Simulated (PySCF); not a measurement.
**Cl4: the SCF solver's settings**

Aim: find out which solver settings change the answer for Cl4.

The runs use PySCF 2.14.0; method and basis as typed in the scripts.

1 further run of the same task is left out (it didn't finish). Runs told in other sessions of the task aren't counted.

## (1) The system as given

Cl4: 4 atoms, charge 0, spin multiplicity 1.

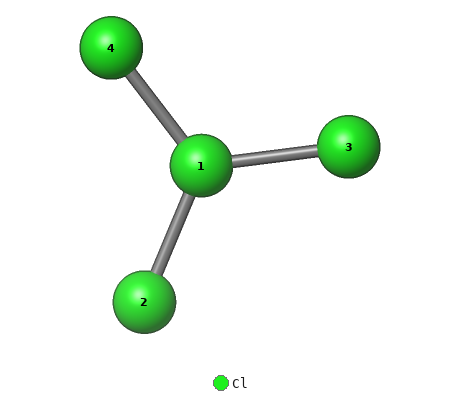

Start geometry, drawn with chlorine green; atoms are numbered from 1 in the order of the file.

As a file:

```xyz
4

Cl    0.0000    0.0000    0.0000
Cl    2.2605    0.0000    0.0000
Cl   -1.1303    1.9577    0.0000
Cl   -1.1302   -1.9577    0.0000
```

## (2) The run that the others are compared with

Input file input.py:

```python
from pyscf import gto, scf, mp

mol = gto.M(
    atom='Cl 0 0 0; Cl 2.2605 0 0; Cl -1.1303 1.9577 0; Cl -1.1302 -1.9577 0',
    basis='sbkjc',
    ecp={'Cl': 'sbkjc'},
    charge=0,
    spin=0,
    symmetry=True,
    verbose=4,
)
mf = scf.RHF(mol)
mf.kernel()
mp.MP2(mf).kernel()
mf.dip_moment()
print('orbital energies (hartree):', mf.mo_energy[..., max(0, mol.nelec[1]-3):mol.nelec[0]+3].round(4))
```

The run is started by

```bash
> OMP_NUM_THREADS=1 python input.py
```

Its log is not repeated here.

## (3) DIIS space 4

Variant 1 changes DIIS space: default → 4.

Changes to input.py since step 2:

```diff
@@ -12,2 +12,3 @@
 mf = scf.RHF(mol)
+mf.diis_space = 4
 mf.kernel()
```

## (4) Initial guess 1e

Variant 2 changes initial guess: minao → 1e.

Changes to input.py since step 2:

```diff
@@ -12,2 +12,3 @@
 mf = scf.RHF(mol)
+mf.init_guess = '1e'
 mf.kernel()
```

## (5) Cycle limit 8

Variant 3 changes cycle limit: 50 → 8.

Changes to input.py since step 2:

```diff
@@ -12,2 +12,3 @@
 mf = scf.RHF(mol)
+mf.max_cycle = 8
 mf.kernel()
```

Before running it: what results should come out? Wanted: for each run, E(SCF); from base; gap; after the SCF.

**Answer**, as computed:

```
             run  E(SCF) (hartree)  from base (eV)  cycles  gap (eV)              after the SCF
            base        -58.436262               0       8      7.18  MP2 correlation -5.558 eV
    DIIS space 4        -58.436262          0.0000       9      7.18  MP2 correlation -5.558 eV
initial guess 1e        -58.436262          0.0000      14      7.18  MP2 correlation -5.558 eV
   cycle limit 8        -58.436262          0.0000       8      7.18  MP2 correlation -5.558 eV
```

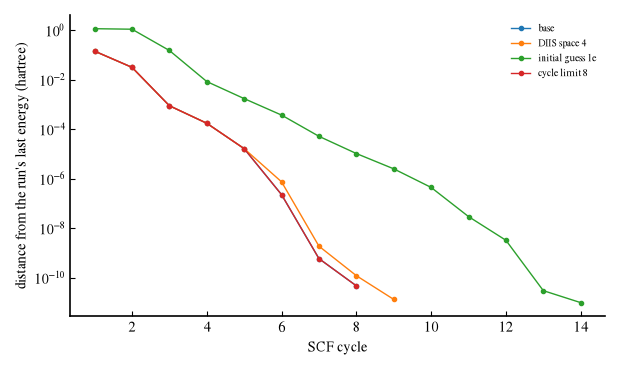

How each run approaches its own final energy.

What this shows: The SCF energy stays the same, to the digits that matter, with DIIS space 4 or initial guess 1e or cycle limit 8. The base needs 8 cycles and the run with initial guess 1e needs 14.
